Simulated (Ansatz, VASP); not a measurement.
# Ge4H (H-terminated Ge(111)): VASP beside Ansatz, part 2 of 2

One calculation is typed for both programs; each brings its own data sets and cutoff. How far apart do they land?  The structure shown is the end of the VASP relaxation below.

VASP 6.6.1 and Ansatz 0.2.0.

So far: The structure; VASP: relaxation, PBE; Ansatz: single point, PBE.

### 4. Differences

Known differences besides the PAW data sets themselves: the data sets hold 114 valence electrons in Ansatz (default PAW (the set named soft_2) files) and 34 in VASP; the cutoff is 420 eV in Ansatz and 320 eV in VASP (PREC = Normal); VASP leaves aspherical gradient terms in its spheres out (LASPH is not set), Ansatz keeps them. Total energies have different zeros and are not compared.

The two programs side by side:

| quantity | Ansatz | VASP | difference |
| --- | --- | --- | --- |
| gap on the k mesh (eV) | 0.201 | 0.202 | -0.001 |

At this near-relaxed geometry the largest component of a force difference is 182 meV/Å.

### 5. What moves the difference

The difference is large enough to ask for its cause, so further runs change the set-up of one program at a time, as the table lists.

| run | r.m.s. force difference (meV/Å) |
| --- | --- |
| as above | 57 |
| Ansatz's larger PAW set (cutoff 1000 eV) | 60 |
| norm-conserving potentials (cutoff 1061 eV) | 57 |

### 6. VASP: band structure, PBE

Levels along a path test the potential and the projectors away from the mesh points.

Contents of INCAR:

```
SYSTEM = Ge4H
PREC = Normal
ENCUT = 320
EDIFF = 1E-06
NELM = 120
ISMEAR = 0
SIGMA = 0.03
LREAL = .FALSE.
ALGO = Fast
GGA = PE
NBANDS = 27
LORBIT = 11
LWAVE = .FALSE.
LCHARG = .TRUE.
KPAR = 4
IDIPOL = 3
LDIPOL = .TRUE.
DIPOL = 0.5 0.5 0.5
LVHAR = .TRUE.
LVACPOTAV = .TRUE.
NEDOS = 1500
```

Contents of POSCAR:

```
Ge4H
1.0
    4.0934265369      0.0000000000      0.0000000000
    2.0467132684      3.5450113694      0.0000000000
    0.0000000000      0.0000000000     29.9823735078
Ge H
8 2
Direct
    0.6666666700      0.6666666700      0.3212706078
    0.0000000000      0.0000000000      0.3475184073
    0.0000000000      0.0000000000      0.4305552172
    0.3333333300      0.3333333300      0.4583373554
    0.3333333300      0.3333333300      0.5416626446
    0.6666666700      0.6666666700      0.5694447828
    0.6666666700      0.6666666700      0.6524815927
    0.0000000000      0.0000000000      0.6787293922
    0.6666666700      0.6666666700      0.2688645934
    0.0000000000      0.0000000000      0.7311354066
```

Contents of KPOINTS:

```
Automatic mesh
0
Gamma
9 9 1
0 0 0
```

Contents of KPOINTS_OPT:

```
Line mode
14
Line-mode
Reciprocal
  0.00000000   0.00000000   0.00000000 GAMMA
  0.00000000  -0.50000000   0.00000000 M

  0.00000000  -0.50000000   0.00000000 M
  0.33333333  -0.33333333   0.00000000 K

  0.33333333  -0.33333333   0.00000000 K
  0.00000000   0.00000000   0.00000000 GAMMA
```

The projector-augmented-wave data sets are Ge and H (PBE family, release 64).

Command:

```
$ mpirun -np 4 vasp_std
```

Numbers of over 12 decimals in the logs are rounded to 6 here.

What it wrote:

```text
[... set-up lines as in an earlier step ...]
 entering main loop
       N       E                     dE             d eps       ncg     rms          rms(c)
DAV:   1     0.134587946264E+03    0.13459E+03   -0.83811E+03   648   0.624E+02
DAV:   2    -0.284880452048E+02   -0.16308E+03   -0.15661E+03   889   0.136E+02
DAV:   3    -0.425392641481E+02   -0.14051E+02   -0.13912E+02   818   0.447E+01
DAV:   4    -0.428855789873E+02   -0.34631E+00   -0.34517E+00   896   0.780E+00
[...]
RMM:  20    -0.421276121358E+02   -0.47156E-05   -0.25310E-07   465   0.127E-03    0.223E-04
RMM:  21    -0.421276132512E+02   -0.11154E-05   -0.47267E-08   328   0.937E-04    0.186E-04
RMM:  22    -0.421276134201E+02   -0.16890E-06   -0.12949E-08   261   0.864E-04
 -----------------------------------------------------------------------------
|                                                                             |
|           W    W    AA    RRRRR   N    N  II  N    N   GGGG   !!!           |
|           W    W   A  A   R    R  NN   N  II  NN   N  G    G  !!!           |
[...]
-----------------------------------------------------------------------------

   1 F= -.42127613E+02 E0= -.42127613E+02  d E =-.700418E-08
 Start KPOINTS_OPT (optional k-point list driver)
k-point batch [1-12\42]
       N       E                     dE             ncg
DAV:   1    -0.368132015602E+03   -0.37337E+04      648
DAV:   2    -0.221923246231E+04   -0.18511E+04      923
DAV:   3    -0.240423847525E+04   -0.18501E+03      831
DAV:   4    -0.240889394269E+04   -0.46555E+01      933
DAV:   5    -0.240900940587E+04   -0.11546E+00      901
DAV:   6    -0.240901172351E+04   -0.23176E-02      968
DAV:   7    -0.240901180869E+04   -0.85182E-04      917
DAV:   8    -0.240901181260E+04   -0.39124E-05      792
DAV:   9    -0.240901181273E+04   -0.13069E-06      677
[...]
k-point batch [37-42\42]
       N       E                     dE             ncg
DAV:   1     0.346909128426E+04   -0.60404E+03      324
DAV:   2     0.253372020354E+04   -0.93537E+03      492
DAV:   3     0.243791247832E+04   -0.95808E+02      415
DAV:   4     0.243518812056E+04   -0.27244E+01      472
DAV:   5     0.243512589208E+04   -0.62228E-01      431
DAV:   6     0.243512306156E+04   -0.28305E-02      520
DAV:   7     0.243512303523E+04   -0.26331E-04      431
DAV:   8     0.243512303438E+04   -0.84812E-06      368
```

From OUTCAR (step 6):

```text
  Total       -0.6854273     -0.6854273     -0.1966023      0.0000000      0.0000000     -0.0000000
  in kB       -2.5240695     -2.5240695     -0.7239833      0.0000000      0.0000000     -0.0000000
  external PRESSURE =      -1.9240408 kB  Pullay stress =       0.0000000 kB

 POSITION                                       TOTAL-FORCE (eV/Angst)
 -----------------------------------------------------------------------------------
      4.09343      2.36334      9.63246        -0.000000     -0.000000      0.020507
      0.00000      0.00000     10.41943        -0.000000     -0.000000     -0.010043
      0.00000      0.00000     12.90907        -0.000000      0.000000      0.024401
      2.04671      1.18167     13.74204        -0.000000     -0.000000     -0.010689
      2.04671      1.18167     16.24033        -0.000000     -0.000000      0.010689
      4.09343      2.36334     17.07331         0.000000     -0.000000     -0.024401
      4.09343      2.36334     19.56295        -0.000000     -0.000000      0.010043
      0.00000      0.00000     20.34992         0.000000      0.000000     -0.020507
      4.09343      2.36334      8.06120        -0.000000      0.000000     -0.018942
      0.00000      0.00000     21.92117        -0.000000     -0.000000      0.018942
 -----------------------------------------------------------------------------------
    total drift:                               -0.000003     -0.000002     -0.000002

  FREE ENERGIE OF THE ION-ELECTRON SYSTEM (eV)
  ---------------------------------------------------
  free  energy   TOTEN  =       -42.1276134201 eV

  energy  without entropy=      -42.1276134131  energy(sigma->0) =      -42.12761342

[... 2 parts as in an earlier step ...]

[... 1 further part left out ...]
[key lines of the parts left out:]
E-fermi :  -0.9325
```

### 7. Ansatz: band structure, PBE

The same cell, functional, mesh and smearing now go to Ansatz, which takes its cutoff from its data sets.

Contents of input.yaml:

```yaml
crystal:
  lattice:
    - [4.0934265369, 0.0, 0.0]
    - [2.0467132684, 3.5450113694, 0.0]
    - [0.0, 0.0, 29.9823735078]
  atoms:
    - { symbol: Ge, position: [0.66666667, 0.66666667, 0.3212706078] }
    - { symbol: Ge, position: [0.0, 0.0, 0.3475184073] }
    - { symbol: Ge, position: [0.0, 0.0, 0.4305552172] }
    - { symbol: Ge, position: [0.33333333, 0.33333333, 0.4583373554] }
    - { symbol: Ge, position: [0.33333333, 0.33333333, 0.5416626446] }
    - { symbol: Ge, position: [0.66666667, 0.66666667, 0.5694447828] }
    - { symbol: Ge, position: [0.66666667, 0.66666667, 0.6524815927] }
    - { symbol: Ge, position: [0.0, 0.0, 0.6787293922] }
    - { symbol: H, position: [0.66666667, 0.66666667, 0.2688645934] }
    - { symbol: H, position: [0.0, 0.0, 0.7311354066] }
hamiltonian:
  xc: pbe
  pseudopotentials: { kind: paw }
kpoints:
  mp_grid: { grid: [9, 9, 1] }
  band_path:
    path:
      - [0.0, 0.0, 0.0]
      - [0.0, -0.03846, 0.0]
      - [0.0, -0.07692, 0.0]
      - [0.0, -0.15385, 0.0]
      - [0.0, -0.19231, 0.0]
      - [0.0, -0.26923, 0.0]
      - [0.0, -0.30769, 0.0]
      - [0.0, -0.34615, 0.0]
      - [0.0, -0.42308, 0.0]
      - [0.0, -0.46154, 0.0]
      - [0.0, -0.5, 0.0]
      - [0.02564, -0.48718, 0.0]
      - [0.05128, -0.47436, 0.0]
      - [0.10256, -0.44872, 0.0]
      - [0.12821, -0.4359, 0.0]
      - [0.17949, -0.41026, 0.0]
      - [0.20513, -0.39744, 0.0]
      - [0.25641, -0.37179, 0.0]
      - [0.28205, -0.35897, 0.0]
      - [0.30769, -0.34615, 0.0]
      - [0.33333, -0.33333, 0.0]
      - [0.30769, -0.30769, 0.0]
      - [0.25641, -0.25641, 0.0]
      - [0.23077, -0.23077, 0.0]
      - [0.20513, -0.20513, 0.0]
      - [0.15385, -0.15385, 0.0]
      - [0.12821, -0.12821, 0.0]
      - [0.07692, -0.07692, 0.0]
      - [0.05128, -0.05128, 0.0]
      - [0.0, 0.0, 0.0]
    npoints: 1
scf:
  occupations: { method: gaussian, width: 0.03 }
  n_extra_bands: 11
efield:
  axis: 3
  dipole_correction: true
  ramp_width: 0.04
output:
  forces: true
  eigenvalues: true
```

Command:

```
$ ansatz run input.yaml --threads 4 --pin off --max-ram 9216MiB --backend cpu --events-out ev --progress --plain --runs-dir out
```

What it wrote:

```text
[...]
Crystal: 10 atoms, lattice volume = 435.082 Å³
Basis set: ecut = 420 eV, 8429 PW (Γ), exchange–correlation on 60×60×432 points (8 copies of the dense FFT grid, shifted against one another)
Bands: 68, of which v1, the nominal top of the filled ones, is band 57 counted from 1 (56 counted from 0)
Symmetry: 6 space group operations
[...]
k-point 0: bands = [... 53 lower, 0.5607, 0.5607, 0.9681, 0.9681, 1.1691, 1.2064, 1.4413, 1.6768, ... 7 higher]
  k-point 1: bands = [... 53 lower, -0.1047, 0.2134, 0.3393, 0.7693, 2.2089, 2.2972, 2.4031, 2.7438, ... 7 higher]
  k-point 2: bands = [... 53 lower, -0.6073, -0.1305, -0.0991, 0.3245, 2.2337, 2.5537, 2.6801, 2.8551, ... 7 higher]
  k-point 11: bands = [... 53 lower, -2.3093, -1.2501, -1.2501, -1.2263, 3.0825, 3.2015, 3.2015, 4.5183, ... 7 higher]
[key lines of the parts left out:]
SCF converged after 10 iterations
Free energy (F): -34391.101676 eV
Fermi energy:    1.070099 eV
Dipole field:    D = 0.000012 V/Å  (p = 0.000030 e·Å, saw-weighted, corrected)
Work function:   Φ+ = 4.3722 eV   Φ− = 4.3725 eV
```

It took 40 s on 4 threads of Arm Neoverse N1, shared host; peak memory 1.2 GiB.

### 8. Differences

Both answers:

| quantity | Ansatz | VASP | difference |
| --- | --- | --- | --- |
| gap over the path points (eV) | 0.201 | 0.202 | -0.001 |

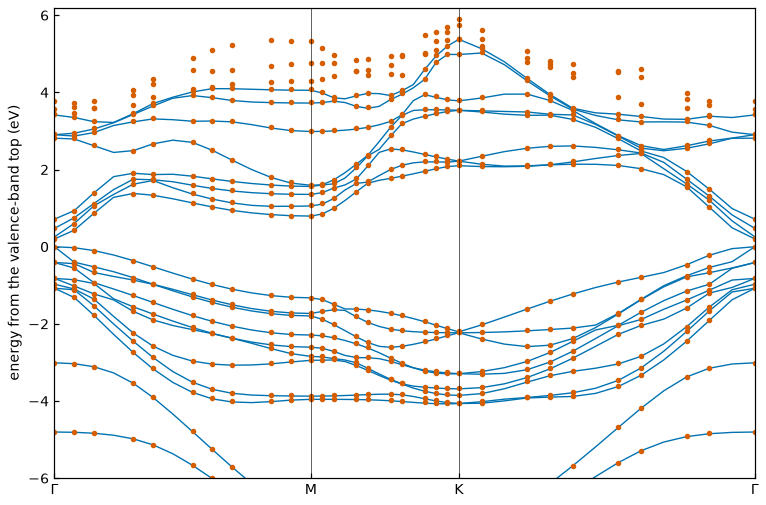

Bands from VASP (lines) and levels from Ansatz (dots). Dots without a line are higher empty bands that the VASP plot leaves out.

Levels at points of the path, from each program's valence-band top (eV; 4 filled, then empty):

| k (reciprocal lattice) | Ansatz | VASP |
| --- | --- | --- |
| 0.000 0.000 0.000 | -0.41 -0.41 0.00 0.00 0.20 0.24 0.47 | -0.41 -0.41 0.00 0.00 0.20 0.26 0.48 |
| 0.000 -0.038 0.000 | -0.55 -0.44 -0.40 -0.03 0.43 0.59 0.74 | -0.55 -0.44 -0.40 -0.03 0.43 0.60 0.75 |
| 0.000 -0.077 0.000 | -0.93 -0.66 -0.52 -0.10 0.86 1.05 1.11 | -0.93 -0.67 -0.52 -0.10 0.87 1.06 1.12 |
| 0.000 -0.154 0.000 | -1.26 -0.86 -0.80 -0.36 1.38 1.62 1.75 | -1.27 -0.86 -0.80 -0.36 1.38 1.62 1.75 |
| 0.000 -0.192 0.000 | -1.44 -0.97 -0.97 -0.52 1.33 1.73 1.75 | -1.45 -0.97 -0.97 -0.52 1.33 1.72 1.74 |
| 0.000 -0.269 0.000 | -1.78 -1.29 -1.24 -0.83 1.14 1.38 1.61 | -1.79 -1.30 -1.24 -0.84 1.14 1.36 1.59 |
| 0.000 -0.308 0.000 | -1.93 -1.44 -1.37 -0.97 1.03 1.25 1.52 | -1.93 -1.44 -1.38 -0.98 1.03 1.24 1.51 |
| 0.000 -0.346 0.000 | -2.05 -1.56 -1.50 -1.09 0.94 1.15 1.46 | -2.06 -1.57 -1.50 -1.10 0.94 1.14 1.45 |
| 0.000 -0.423 0.000 | -2.22 -1.73 -1.67 -1.26 0.83 1.06 1.39 | -2.23 -1.74 -1.67 -1.27 0.83 1.05 1.37 |
| 0.000 -0.462 0.000 | -2.27 -1.77 -1.71 -1.30 0.81 1.07 1.37 | -2.27 -1.78 -1.72 -1.31 0.80 1.05 1.36 |

At this near-relaxed geometry the largest component of a force difference is 182 meV/Å. Among the levels compared (up to four filled and three empty ones at each point), filled levels agree within 14 meV and empty ones within 18 meV.

### 9. Further runs

The difference is large enough to ask for its cause, so further runs change the set-up of one program at a time, as the table lists.

| run | r.m.s. force difference (meV/Å) |
| --- | --- |
| as above | 57 |
| Ansatz's larger PAW set (cutoff 1000 eV) | 60 |
| norm-conserving potentials (cutoff 1061 eV) | 57 |

### 10. Summary of results

```json
{
  "r.m.s. force difference (single point, PBE)": "57 meV/Å",
  "r.m.s. force difference (band structure, PBE)": "57 meV/Å"
}
```

**Reading.** The r.m.s. force difference is 57 meV/Å (single point, PBE), beyond the 12 meV/Å picked in this series as the mark of a large difference. For single point, PBE: no further run halves the r.m.s. force difference; only Ansatz's side was varied, and Ansatz's runs with other potentials lie closer to each other than to VASP, which for this quantity points to VASP's side; this was not tested here. For band structure, PBE: no further run halves the r.m.s. force difference; only Ansatz's side was varied, and Ansatz's runs with other potentials lie closer to each other than to VASP, which for this quantity points to VASP's side; this was not tested here. Differences of this kind measure data sets and numerical settings, not the functional's error against experiment.

[Lines on the potential files, build, host, timing and source positions are cut from VASP's logs without a mark.]

[Logs are printed without paths, hosts, clocks, repeated set-up lines and the standing remarks that a program may print on its own settings, such as how far it seeks lower states.]

[Hosts, paths, dates, database ids (printed as entryN), source tags and the programs' standing remarks are cut or masked in the printed files.]
